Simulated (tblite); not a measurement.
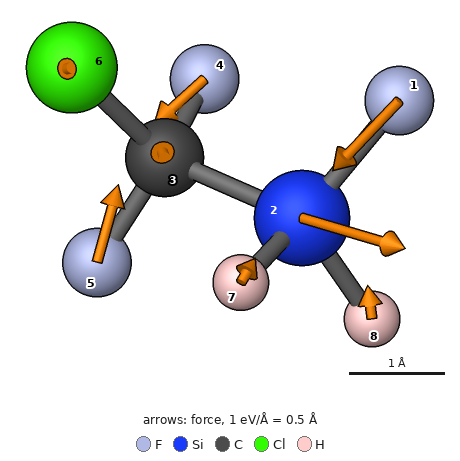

Starting geometry of CH2ClF3Si with the computed forces as orange arrows. The picture is a ball-and-stick view, seen from a free direction.

The calculation used GFN2-xTB geometry optimisation, gas phase (tblite). 

Question: Is this structure relaxed? If not, where do the atoms go?

Answer: It isn't relaxed: the largest force vector, on Si2, is 2.89 eV/Å. The final displacements follow the starting forces only in part (cosine between the two patterns 0.42). Over 52 geometry steps the energy falls by 11.2 kcal/mol. The largest move after the best rigid fit is that of H8, 0.28 Å. By element the largest moves are H 0.28 Å, Cl 0.22 Å, F 0.21 Å, Si 0.14 Å, C 0.04 Å. Some distances before and after: F1–Si2 1.683 → 1.597 Å, Si2–C3 1.869 → 1.946 Å, C3–F5 1.394 → 1.353 Å, Si2–H7 1.488 → 1.447 Å. Bond angles that change, for instance: H7–Si2–H8 105.7° → 120.5°, F1–Si2–C3 112.4° → 104.6°, F4–C3–F5 112.6° → 105.1°. Cost: 0.42 s on 1 thread of Arm Neoverse N1, with other jobs on the host.
